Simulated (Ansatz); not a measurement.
# AlH2O2 radical + SiH4O + H2O: a complex and its separated parts

The complex below is one end of an elementary step. How strongly is it bound against its free parts?

Computed with Ansatz 0.2.0, Gaussian basis. Level: PBE0-D4/def2-TZVP structures, single points in def2-TZVPP, no counterpoise correction.

Levels: SPW92, PBE-D4, BLYP-D4, r2SCAN-D4, B97M-V, PBE0-D4, B3LYP-D4, r2SCAN0-D4, BHLYP-D4, CAM-B3LYP-D4, wB97X-V, wB97M-V, B2PLYP, PBE-QIDH, RPA on PBE, Hartree-Fock, MP2, CCSD, CCSD(T).

Cores are frozen in the correlated methods. Orbitals are unrestricted. B3LYP uses VWN-RPA correlation. B2PLYP carries no dispersion term here.

113 further runs of the same task are left out: 113 set aside as unsound or not needed. Runs told in other sessions of the task aren't counted.

## 1. Starting geometry

The complex: 14 atoms, charge 0, spin multiplicity 2.

Atoms are counted from 1 here; the program's logs count them from 0.

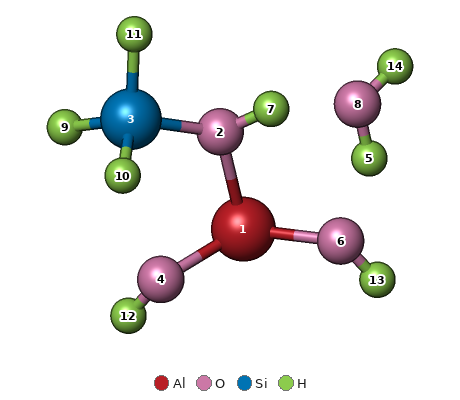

Start geometry, drawn with aluminium red, oxygen pink, silicon blue, hydrogen green; atoms are numbered from 1 in the order of the file.

Geometry (Å):

```xyz
14
charge 0, multiplicity 2
Al   -1.4840    0.0902    0.5396
O     0.1274   -0.7096   -0.1011
Si    0.4387   -0.8619   -1.7583
O    -1.9041    0.6889   -1.0307
H     0.9869    0.7434    1.8424
O    -0.6475    1.1412    1.6859
H     0.9134   -0.4924    0.5091
O     1.7842    0.2205    1.5634
H    -0.6561   -1.6519   -2.3532
H     0.6218    0.4505   -2.4086
H     1.7101   -1.6280   -1.8245
H    -2.8078    0.6882   -1.3405
H    -1.1559    1.6056    2.3498
H     2.0729   -0.2848    2.3266
```

Its parts: AlH2O2 radical holds atoms 1, 4, 6, 12, 13; SiH4O holds atoms 2, 3, 7, 9, 10, 11; H2O holds atoms 5, 8, 14. Each part counts its atoms afresh in its own runs.

## 2. Relaxing AlH2O2 radical alone

File relax-a/in.yaml:

```yaml
crystal:
  periodic: [false, false, false]
  atoms:
    - {symbol: Al, position_ang: [-1.483987, 0.090218, 0.539581]}
    - {symbol: O, position_ang: [-1.904086, 0.688893, -1.030696]}
    - {symbol: O, position_ang: [-0.647525, 1.141167, 1.685893]}
    - {symbol: H, position_ang: [-2.807803, 0.688188, -1.340490]}
    - {symbol: H, position_ang: [-1.155922, 1.605637, 2.349771]}
basis:
  gaussian: {orbitals: def2-TZVP}
magnetization: {spin_polarized: true, initial_magnetization: 1}
hamiltonian: {xc: pbe0, dispersion: d4}
relax: {f_tol: 0.005, max_steps: 200}
```

Launch:

```sh
> ansatz run in.yaml --threads 4 --pin off --events-out ev --progress --plain --max-ram 46080MiB --backend cpu
```

Output (excerpt; [...] marks lines left out):

```text
Functional definition: PBE0
  name "PBE0"
  cite "Adamo & Barone, J. Chem. Phys. 110, 6158 (1999) doi:10.1063/1.478522"
  cite "Perdew, Burke & Ernzerhof, Phys. Rev. Lett. 77, 3865 (1996) doi:10.1103/PhysRevLett.77.3865"
  parent pbe
[...]
669 factors; their error is unknown
[...]
mean field -10719.71738405 eV, -393.9423477786 hartree, gradient 2.7e-5 eV, S^2 0.751867; 0 other end points of the search recorded, 0 dependent functions left out
[...]
reference -10719.71741233 eV, -393.9423488177 hartree; 16, 15 occupied and 95, 96 virtual orbitals, 669 factors
[...]
reference -10719.98771699 eV, -393.9522823308 hartree; 16, 15 occupied and 95, 96 virtual orbitals, 669 factors
Total energy: -10720.04201291 eV, -393.9542776689 hartree
Atom 0 at    -1.868300     0.414772     0.656322 Å, force    -0.001534    -0.002453     0.001218 eV/Å
Atom 1 at    -2.010263     0.825639    -0.985485 Å, force     0.001547     0.001973    -0.000851 eV/Å
Atom 2 at    -0.851635     1.398681     1.595910 Å, force     0.000949     0.002067    -0.001357 eV/Å
Atom 3 at    -2.558801     0.329875    -1.591618 Å, force    -0.000683    -0.000764     0.000282 eV/Å
Atom 4 at    -0.710325     1.245136     2.528929 Å, force    -0.000278    -0.000823     0.000708 eV/Å
Dipole moment:    -0.236582    -0.377228     0.189906 e Å
```

It took 8.5 s on 4 threads of AMD EPYC 7R13, shared host.

Relaxation path: (the energy doesn't fall at every step)

| step | energy from step 1 (eV) | largest force component (eV/Å) |
| --- | --- | --- |
| 1 | 0.0000 | 1.1093 |
| 2 | -0.0635 | 1.2360 |
| 3 | -0.0296 | 2.2338 |
| 4 | -0.1445 | 0.5114 |
| 5 | -0.1882 | 0.1484 |
| 6 | -0.2301 | 0.2737 |
| 7 | -0.2628 | 0.4601 |
| 8 | -0.2664 | 0.1057 |
| 9 | -0.2705 | 0.0498 |
| 10 | -0.2705 | 0.0335 |
| 11 | -0.2706 | 0.0025 |

Distances of close pairs at the start and the end, largest changes first:

| bond | before (Å) | after (Å) | change (Å) |
| --- | --- | --- | --- |
| Al1–O3 | 1.766 | 1.698 | -0.067 |
| Al1–O2 | 1.732 | 1.698 | -0.034 |
| O2–H4 | 0.955 | 0.956 | +0.001 |
| O3–H5 | 0.957 | 0.956 | -0.000 |

## 3. Relaxing SiH4O alone

File relax-b/in.yaml:

```yaml
crystal:
  periodic: [false, false, false]
  atoms:
    - {symbol: O, position_ang: [0.127427, -0.709554, -0.101110]}
    - {symbol: Si, position_ang: [0.438722, -0.861915, -1.758324]}
    - {symbol: H, position_ang: [0.913427, -0.492380, 0.509073]}
    - {symbol: H, position_ang: [-0.656086, -1.651932, -2.353243]}
    - {symbol: H, position_ang: [0.621761, 0.450540, -2.408559]}
    - {symbol: H, position_ang: [1.710131, -1.628010, -1.824499]}
basis:
  gaussian: {orbitals: def2-TZVP}
hamiltonian: {xc: pbe0, dispersion: d4}
relax: {f_tol: 0.005, max_steps: 200}
```

Launch:

```sh
> ansatz run in.yaml --threads 4 --pin off --events-out ev --progress --plain --max-ram 46080MiB --backend cpu
```

Output (excerpt; [...] marks lines left out):

```text
[... 5 set-up lines as earlier in the session ...]
[...]
595 factors; their error is unknown
[...]
mean field -9986.07135982 eV, -366.9813536711 hartree, gradient 4.9e-5 eV, S^2 0.000000; 0 other end points of the search recorded, 0 dependent functions left out
[...]
Atom 2 at     0.797438    -0.356103     0.464227 Å, force    -0.000600    -0.000525    -0.000564 eV/Å
Atom 3 at    -0.665277    -1.608914    -2.311070 Å, force    -0.000105     0.000327     0.000224 eV/Å
Atom 4 at     0.643694     0.438685    -2.331039 Å, force     0.000260    -0.000093     0.000024 eV/Å
Atom 5 at     1.737895    -1.672671    -1.955966 Å, force     0.000354     0.000506     0.000274 eV/Å
Dipole moment:     0.237982     0.135927     0.068290 e Å
```

Run time: 3.1 s. Hardware: 4 threads of AMD EPYC 7R13, shared host.

Along the way:

| step | energy from step 1 (eV) | largest force component (eV/Å) |
| --- | --- | --- |
| 1 | 0.0000 | 1.9840 |
| 2 | -0.1389 | 0.7494 |
| 3 | -0.1558 | 0.3811 |
| 4 | -0.1613 | 0.0375 |
| 5 | -0.1615 | 0.0548 |
| 6 | -0.1620 | 0.0033 |
| 7 | -0.1620 | 0.0438 |
| 8 | -0.1621 | 0.0012 |

Distances of close pairs at the start and the end, largest changes first:

| bond | before (Å) | after (Å) | change (Å) |
| --- | --- | --- | --- |
| O1–H3 | 1.018 | 0.958 | -0.061 |
| O1–Si2 | 1.693 | 1.648 | -0.045 |
| Si2–H5 | 1.476 | 1.489 | +0.013 |
| Si2–H4 | 1.475 | 1.480 | +0.005 |
| Si2–H6 | 1.486 | 1.489 | +0.003 |

## 4. Relaxing H2O alone

File relax-c/in.yaml:

```yaml
crystal:
  periodic: [false, false, false]
  atoms:
    - {symbol: H, position_ang: [0.986869, 0.743355, 1.842449]}
    - {symbol: O, position_ang: [1.784212, 0.220545, 1.563410]}
    - {symbol: H, position_ang: [2.072859, -0.284752, 2.326642]}
basis:
  gaussian: {orbitals: def2-TZVP}
hamiltonian: {xc: pbe0, dispersion: d4}
relax: {f_tol: 0.005, max_steps: 200}
```

Launch:

```sh
> ansatz run in.yaml --threads 4 --pin off --events-out ev --progress --plain --max-ram 46080MiB --backend cpu
```

Output (excerpt; [...] marks lines left out):

```text
[... 5 set-up lines as earlier in the session ...]
[...]
239 factors; their error is unknown
[...]
mean field -2078.29990564 eV, -76.3761128100 hartree, gradient 5.0e-5 eV, S^2 0.000000; 0 other end points of the search recorded, 0 dependent functions left out
[...]
reference -2078.33309065 eV, -76.3773323365 hartree; 5, 5 occupied and 38, 38 virtual orbitals, 239 factors
Total energy: -2078.33734648 eV, -76.3774887356 hartree
Atom 0 at     1.009001     0.723592     1.849063 Å, force     0.000024     0.000011    -0.000083 eV/Å
Atom 1 at     1.777281     0.228231     1.557245 Å, force    -0.000061    -0.000019     0.000183 eV/Å
Atom 2 at     2.057657    -0.272674     2.326192 Å, force     0.000037     0.000008    -0.000100 eV/Å
Dipole moment:    -0.179903    -0.002044     0.391132 e Å
```

Wall time 0.61 s (4 threads of AMD EPYC 7R13, shared host).

Step by step:

| step | energy from step 1 (eV) | largest force component (eV/Å) |
| --- | --- | --- |
| 1 | 0.0000 | 1.3520 |
| 2 | -0.0312 | 0.3224 |
| 3 | -0.0331 | 0.0172 |
| 4 | -0.0331 | 0.0002 |

Close pairs (by a distance rule), those that changed most:

| bond | before (Å) | after (Å) | change (Å) |
| --- | --- | --- | --- |
| H1–O2 | 0.993 | 0.960 | -0.034 |
| O2–H3 | 0.960 | 0.960 | -0.000 |

## 5. SPW92/def2-TZVPP

File parta/in.yaml:

```yaml
crystal:
  periodic: [false, false, false]
  atoms:
    - {symbol: Al, position_ang: [-1.868300, 0.414772, 0.656322]}
    - {symbol: O, position_ang: [-2.010263, 0.825639, -0.985485]}
    - {symbol: O, position_ang: [-0.851635, 1.398681, 1.595910]}
    - {symbol: H, position_ang: [-2.558801, 0.329875, -1.591618]}
    - {symbol: H, position_ang: [-0.710325, 1.245136, 2.528929]}
basis:
  gaussian: {orbitals: def2-TZVPP}
magnetization: {spin_polarized: true, initial_magnetization: 1}
hamiltonian: {xc: lda}
```

File partb/in.yaml:

```yaml
crystal:
  periodic: [false, false, false]
  atoms:
    - {symbol: O, position_ang: [0.154144, -0.790439, -0.096531]}
    - {symbol: Si, position_ang: [0.487488, -0.903810, -1.706283]}
    - {symbol: H, position_ang: [0.797438, -0.356103, 0.464227]}
    - {symbol: H, position_ang: [-0.665277, -1.608914, -2.311070]}
    - {symbol: H, position_ang: [0.643694, 0.438685, -2.331039]}
    - {symbol: H, position_ang: [1.737895, -1.672671, -1.955966]}
basis:
  gaussian: {orbitals: def2-TZVPP}
hamiltonian: {xc: lda}
```

File partc/in.yaml:

```yaml
crystal:
  periodic: [false, false, false]
  atoms:
    - {symbol: H, position_ang: [1.009001, 0.723592, 1.849063]}
    - {symbol: O, position_ang: [1.777281, 0.228231, 1.557245]}
    - {symbol: H, position_ang: [2.057657, -0.272674, 2.326192]}
basis:
  gaussian: {orbitals: def2-TZVPP}
hamiltonian: {xc: lda}
```

The same command starts each run, in its folder.

Launch:

```sh
> ansatz run in.yaml --threads 4 --pin off --events-out ev --progress --plain --max-ram 46080MiB --backend cpu
```

parta printed (excerpt; [...] marks lines left out):

```text
Functional definition: SPW92
  name "SPW92"
  cite "Dirac, Proc. Camb. Phil. Soc. 26, 376 (1930) doi:10.1017/S0305004100016108"
  cite "Slater, Phys. Rev. 81, 385 (1951) doi:10.1103/PhysRev.81.385"
  cite "Perdew & Wang, Phys. Rev. B 45, 13244 (1992) doi:10.1103/PhysRevB.45.13244"
[...]
689 factors; their error is unknown
[...]
mean field -10669.56924420 eV, -392.0994376306 hartree, gradient 2.7e-5 eV, S^2 0.751134; 0 other end points of the search recorded, 0 dependent functions left out
reference -10669.56927656 eV, -392.0994388198 hartree; 16, 15 occupied and 116, 117 virtual orbitals, 689 factors
Total energy: -10669.56927656 eV, -392.0994388198 hartree
```

partb printed (excerpt; [...] marks lines left out):

```text
[... 5 set-up lines as earlier in the session ...]
[...]
675 factors; their error is unknown
[...]
mean field -9944.57255243 eV, -365.4563006283 hartree, gradient 2.9e-5 eV, S^2 0.000000; 0 other end points of the search recorded, 0 dependent functions left out
reference -9944.57258376 eV, -365.4563017800 hartree; 13, 13 occupied and 116, 116 virtual orbitals, 675 factors
Total energy: -9944.57258376 eV, -365.4563017800 hartree
```

Output in partc (excerpt; [...] marks lines left out):

```text
[... 5 set-up lines as earlier in the session ...]
[...]
269 factors; their error is unknown
[...]
mean field -2065.39694531 eV, -75.9019377638 hartree, gradient 5.3e-5 eV, S^2 0.000000; 0 other end points of the search recorded, 0 dependent functions left out
reference -2065.39696414 eV, -75.9019384559 hartree; 5, 5 occupied and 54, 54 virtual orbitals, 269 factors
Total energy: -2065.39696414 eV, -75.9019384559 hartree
```

Times: 0.35 s (parta), 0.3 s (partb), 0.15 s (partc) on 4 threads of AMD EPYC 7R13, shared host.

## 6. PBE-D4/def2-TZVPP

Each input of step 5 (parta, partb, partc) changes in the same lines:

```diff
-hamiltonian: {xc: lda}
+hamiltonian: {xc: pbe, dispersion: d4}
```

Each run has its own folder and the same command.

Launch:

```sh
> ansatz run in.yaml --threads 4 --pin off --events-out ev --progress --plain --max-ram 46080MiB --backend cpu
```

Output in parta (excerpt; [...] marks lines left out):

```text
Functional definition: PBE
  name "PBE"
[... 2 set-up lines as earlier in the session ...]
[...]
689 factors; their error is unknown
[...]
mean field -10719.58197453 eV, -393.9373715704 hartree, gradient 3.4e-5 eV, S^2 0.751695; 0 other end points of the search recorded, 0 dependent functions left out
reference -10719.58201101 eV, -393.9373729109 hartree; 16, 15 occupied and 116, 117 virtual orbitals, 689 factors
Total energy: -10719.64734334 eV, -393.9397738297 hartree
```

Output in partb (excerpt; [...] marks lines left out):

```text
[... 4 set-up lines as earlier in the session ...]
[...]
675 factors; their error is unknown
[...]
mean field -9985.38610769 eV, -366.9561711200 hartree, gradient 4.1e-5 eV, S^2 0.000000; 0 other end points of the search recorded, 0 dependent functions left out
reference -9985.38614123 eV, -366.9561723523 hartree; 13, 13 occupied and 116, 116 virtual orbitals, 675 factors
Total energy: -9985.45062977 eV, -366.9585422625 hartree
```

partc printed (excerpt; [...] marks lines left out):

```text
[... 4 set-up lines as earlier in the session ...]
[...]
269 factors; their error is unknown
[...]
mean field -2078.40757194 eV, -76.3800694737 hartree, gradient 4.4e-5 eV, S^2 0.000000; 0 other end points of the search recorded, 0 dependent functions left out
reference -2078.40759242 eV, -76.3800702260 hartree; 5, 5 occupied and 54, 54 virtual orbitals, 269 factors
Total energy: -2078.41290948 eV, -76.3802656247 hartree
```

They took 0.6 s (parta), 0.4 s (partb), 0.15 s (partc) on 4 threads of AMD EPYC 7R13, shared host.

## 7. BLYP-D4/def2-TZVPP

The same edit goes into each in.yaml of step 6 (parta, partb, partc):

```diff
-hamiltonian: {xc: pbe, dispersion: d4}
+hamiltonian: {xc: {name: BLYP}, dispersion: d4}
```

The same command starts each run, in its folder.

Launch:

```sh
> ansatz run in.yaml --threads 4 --pin off --events-out ev --progress --plain --max-ram 46080MiB --backend cpu
```

parta printed (excerpt; [...] marks lines left out):

```text
Functional definition: BLYP
  name "BLYP"
  cite "Becke, Phys. Rev. A 38, 3098 (1988) doi:10.1103/PhysRevA.38.3098"
  cite "Lee, Yang & Parr, Phys. Rev. B 37, 785 (1988) doi:10.1103/PhysRevB.37.785"
[...]
689 factors; their error is unknown
[...]
mean field -10727.23463796 eV, -394.2186017643 hartree, gradient 2.9e-5 eV, S^2 0.751292; 0 other end points of the search recorded, 0 dependent functions left out
reference -10727.23491443 eV, -394.2186119244 hartree; 16, 15 occupied and 116, 117 virtual orbitals, 689 factors
Total energy: -10727.38147348 eV, -394.2239978701 hartree
```

Log of partb (excerpt; [...] marks lines left out):

```text
[... 4 set-up lines as earlier in the session ...]
[...]
675 factors; their error is unknown
[...]
mean field -9991.38836498 eV, -367.1767500069 hartree, gradient 3.1e-5 eV, S^2 0.000000; 0 other end points of the search recorded, 0 dependent functions left out
reference -9991.38864680 eV, -367.1767603635 hartree; 13, 13 occupied and 116, 116 virtual orbitals, 675 factors
Total energy: -9991.53675718 eV, -367.1822033195 hartree
```

Log of partc (excerpt; [...] marks lines left out):

```text
[... 4 set-up lines as earlier in the session ...]
[...]
269 factors; their error is unknown
[...]
mean field -2080.27678672 eV, -76.4487618499 hartree, gradient 8.6e-5 eV, S^2 0.000000; 0 other end points of the search recorded, 0 dependent functions left out
reference -2080.27697627 eV, -76.4487688156 hartree; 5, 5 occupied and 54, 54 virtual orbitals, 269 factors
Total energy: -2080.28981872 eV, -76.4492407668 hartree
```

They took 0.6 s (parta), 0.4 s (partb), 0.15 s (partc) on 4 threads of AMD EPYC 7R13, shared host.

## 8. r2SCAN-D4/def2-TZVPP

Each input of step 7 (parta, partb, partc) changes in the same lines:

```diff
-hamiltonian: {xc: {name: BLYP}, dispersion: d4}
+hamiltonian: {xc: r2scan, dispersion: d4}
```

The same command starts each run, in its folder.

Launch:

```sh
> ansatz run in.yaml --threads 4 --pin off --events-out ev --progress --plain --max-ram 46080MiB --backend cpu
```

parta printed (excerpt; [...] marks lines left out):

```text
Functional definition: r2SCAN
  name "r2SCAN"
  cite "Furness, Kaplan, Ning, Perdew & Sun, J. Phys. Chem. Lett. 11, 8208 (2020) doi:10.1021/acs.jpclett.0c02405"
  cite "Furness, Kaplan, Ning, Perdew & Sun, J. Phys. Chem. Lett. 11, 9248 (2020) doi:10.1021/acs.jpclett.0c03077"
  parent r2scan
[...]
689 factors; their error is unknown
[...]
mean field -10724.96651192 eV, -394.1352496696 hartree, gradient 8.3e-5 eV, S^2 0.752927; 0 other end points of the search recorded, 0 dependent functions left out
reference -10724.96652626 eV, -394.1352501966 hartree; 16, 15 occupied and 116, 117 virtual orbitals, 689 factors
Total energy: -10724.98089828 eV, -394.1357783586 hartree
```

Output in partb (excerpt; [...] marks lines left out):

```text
[... 5 set-up lines as earlier in the session ...]
[...]
675 factors; their error is unknown
[...]
mean field -9990.14276458 eV, -367.1309750364 hartree, gradient 2.4e-5 eV, S^2 0.000000; 0 other end points of the search recorded, 0 dependent functions left out
reference -9990.14277500 eV, -367.1309754191 hartree; 13, 13 occupied and 116, 116 virtual orbitals, 675 factors
Total energy: -9990.15740913 eV, -367.1315132136 hartree
```

partc printed (excerpt; [...] marks lines left out):

```text
[... 5 set-up lines as earlier in the session ...]
[...]
269 factors; their error is unknown
[...]
mean field -2079.58114830 eV, -76.4231976093 hartree, gradient 8.5e-5 eV, S^2 0.000000; 0 other end points of the search recorded, 0 dependent functions left out
reference -2079.58115350 eV, -76.4231978005 hartree; 5, 5 occupied and 54, 54 virtual orbitals, 269 factors
Total energy: -2079.58242603 eV, -76.4232445651 hartree
```

Times: 1.3 s (parta), 0.71 s (partb), 0.35 s (partc) on 4 threads of AMD EPYC 7R13, shared host.

## 9. B97M-V/def2-TZVPP

The same edit goes into each in.yaml of step 8 (parta, partb, partc):

```diff
-hamiltonian: {xc: r2scan, dispersion: d4}
+hamiltonian: {xc: {name: B97M-V}}
```

One command serves all of them, each in its own folder.

Launch:

```sh
> ansatz run in.yaml --threads 4 --pin off --events-out ev --progress --plain --max-ram 46080MiB --backend cpu
```

Output in parta (excerpt; [...] marks lines left out):

```text
Functional definition: B97M-V
  name "B97M-V"
  cite "Mardirossian & Head-Gordon, J. Chem. Phys. 142, 074111 (2015) doi:10.1063/1.4907719"
  cite "Becke, J. Chem. Phys. 107, 8554 (1997) doi:10.1063/1.475007"
  cite "Vydrov & Van Voorhis, J. Chem. Phys. 133, 244103 (2010) doi:10.1063/1.3521275"
  # Of w^i u^j: cxij and so on, Table III.
[...]
  gx(w, u) = cx00 + cx01*u + cx02*u^2 + (cx10 + cx11*u)*w
[...]
  gos(w, u) = cos00 + cos01*u + cos03*u^3 + cos10*w + cos32*w^3*u^2
[...]
      + integral(e_c_pw_mod_opposite_spin*gos(b97_w_opposite, b97_u_opposite)) + vv10(b, c)
689 factors; their error is unknown
[...]
mean field -10724.56998593 eV, -394.1206776084 hartree, gradient 3.0e-5 eV, S^2 0.751619; 0 other end points of the search recorded, 0 dependent functions left out
reference -10724.57003967 eV, -394.1206795834 hartree; 16, 15 occupied and 116, 117 virtual orbitals, 689 factors
Total energy: -10724.57003967 eV, -394.1206795834 hartree
```

Output in partb (excerpt; [...] marks lines left out):

```text
[... 5 set-up lines as earlier in the session ...]
  # Of w^i u^j: cxij and so on, Table III.
[...]
  gx(w, u) = cx00 + cx01*u + cx02*u^2 + (cx10 + cx11*u)*w
[...]
  gos(w, u) = cos00 + cos01*u + cos03*u^3 + cos10*w + cos32*w^3*u^2
[...]
      + integral(e_c_pw_mod_opposite_spin*gos(b97_w_opposite, b97_u_opposite)) + vv10(b, c)
675 factors; their error is unknown
[...]
mean field -9989.26358194 eV, -367.0986656702 hartree, gradient 7.0e-5 eV, S^2 0.000000; 0 other end points of the search recorded, 0 dependent functions left out
reference -9989.26363411 eV, -367.0986675873 hartree; 13, 13 occupied and 116, 116 virtual orbitals, 675 factors
Total energy: -9989.26363411 eV, -367.0986675873 hartree
```

Log of partc (excerpt; [...] marks lines left out):

```text
[... 5 set-up lines as earlier in the session ...]
  # Of w^i u^j: cxij and so on, Table III.
[...]
  gx(w, u) = cx00 + cx01*u + cx02*u^2 + (cx10 + cx11*u)*w
[...]
  gos(w, u) = cos00 + cos01*u + cos03*u^3 + cos10*w + cos32*w^3*u^2
[...]
      + integral(e_c_pw_mod_opposite_spin*gos(b97_w_opposite, b97_u_opposite)) + vv10(b, c)
269 factors; their error is unknown
[...]
mean field -2079.93551400 eV, -76.4362203088 hartree, gradient 2.9e-5 eV, S^2 0.000000; 0 other end points of the search recorded, 0 dependent functions left out
reference -2079.93554082 eV, -76.4362212942 hartree; 5, 5 occupied and 54, 54 virtual orbitals, 269 factors
Total energy: -2079.93554082 eV, -76.4362212942 hartree
```

Times: 1.9 s (parta), 1.2 s (partb), 0.41 s (partc) on 4 threads of AMD EPYC 7R13, shared host.

[end of part 1 of 3]
